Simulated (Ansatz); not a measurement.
Consider Cl2H2OSi···HCl.

The calculation's input:

```
crystal:
  periodic: [false, false, false]
  atoms:
    - {symbol: Si, position_ang: [-0.773660, 0.099345, -0.723261]}
    - {symbol: Cl, position_ang: [3.064354, 0.403700, 1.241836]}
    - {symbol: Cl, position_ang: [-1.397662, -1.561192, -1.719244]}
    - {symbol: Cl, position_ang: [-2.402343, 1.253292, -0.330184]}
    - {symbol: H, position_ang: [0.204953, 0.842920, -1.522406]}
    - {symbol: H, position_ang: [1.824196, 0.093744, 1.056261]}
    - {symbol: O, position_ang: [-0.019399, -0.316719, 0.665948]}
    - {symbol: H, position_ang: [-0.500438, -0.815089, 1.331149]}
basis:
  gaussian: {orbitals: def2-TZVPP}
hamiltonian: {xc: pbe0, dispersion: d4}
output: {orbitals: {seedname: orbitals}}
```

Run with:

```sh
ansatz run in.yaml --threads 8 --pin off --events-out ev --progress --plain --max-ram 19148MiB
```

The product side of a reaction path; geometry: PBE0-D4/def2-TZVP.

The calculation used RKS PBE0-D4/def2-TZVPP in Ansatz.

Q: Predict the electron density and electron localisation function between the atoms.

A: O7···H6 (1.93 Å): the density falls to about 0.18 e/Å³ on the way; the ELF dips to about 0.10 between them.
Si–O (1.63 Å): the density is about 1.2 e/Å³ at the midpoint; the ELF peaks at about 0.85 between the atoms; a shared but strongly polarised pair.
O–H (0.96 Å): ρ at the midpoint is about 3.8 e/Å³; the ELF climbs to about 1 towards the hydrogen, as it does in any bond to H; a covalent bond by its length.
Cl–H (1.29 Å): ρ is about 2 e/Å³ halfway; the ELF climbs to about 1 towards the hydrogen.

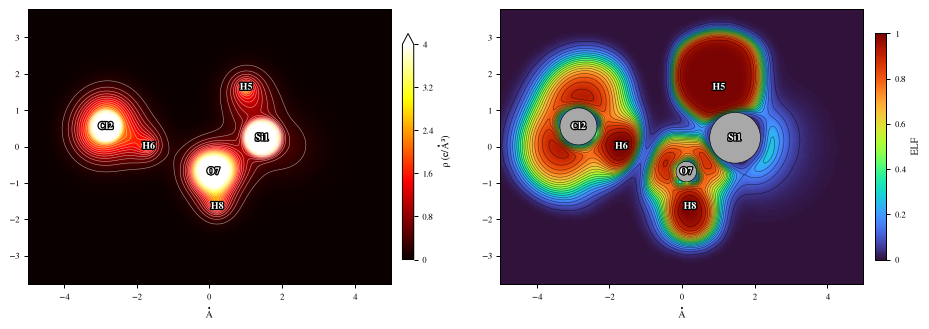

Computed electron density and electron localisation function on the plane of atoms H5, Si1 and O7, in this order. Grey discs cover the atomic cores in the ELF map. 
